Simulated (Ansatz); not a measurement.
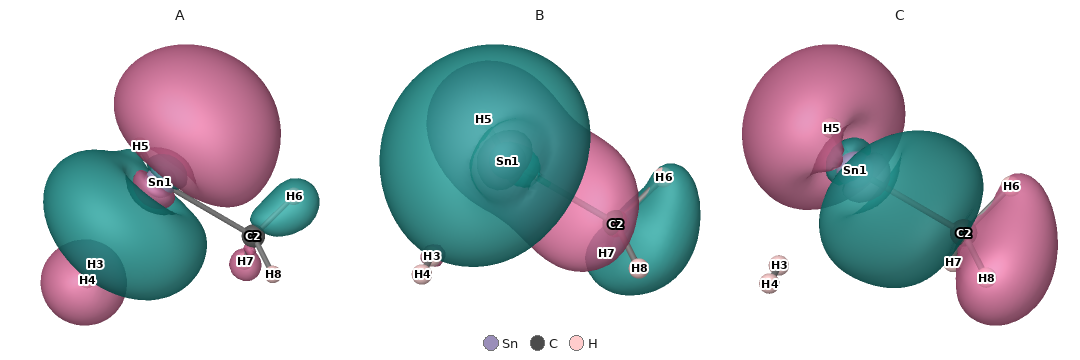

CH₄Sn···H₂. Three frontier orbitals at ±0.08 Å⁻³ᐟ² (teal and pink are the two phases), in no order.

The reactant side of a reaction path; geometry: PBE0-D4/def2-TZVP; core potentials replace the inner electrons of Sn.

Theory: Ansatz 0.2.0, RKS PBE0-D4/def2-TZVPP.

```xyz
8

Sn   -1.0709    0.9117    0.2718
C     1.0583    0.4833   -0.0446
H    -1.3212   -1.5417    0.3453
H    -1.4083   -1.3816    1.0828
H    -1.5444    0.2191   -1.2961
H     1.4271    1.2227   -0.7643
H     1.2302   -0.5048   -0.4729
H     1.6296    0.5912    0.8779
```

Order the three orbitals by energy and name them.

C is the HOMO−1 (−7.74 eV). It lies mainly on Sn1 (about 35 %), H5 (about 30 %) and C2 (about 25 %). B is the HOMO (−6.16 eV). By Hirshfeld shares it lies mainly on Sn1 (about 65 %), C2 (about 15 %) and H5 (about 10 %). A is the LUMO (−1.90 eV). By Hirshfeld shares it lies mainly on Sn1 (about 80 %).

What is the HOMO–LUMO gap?

4.26 eV between the orbital energies.
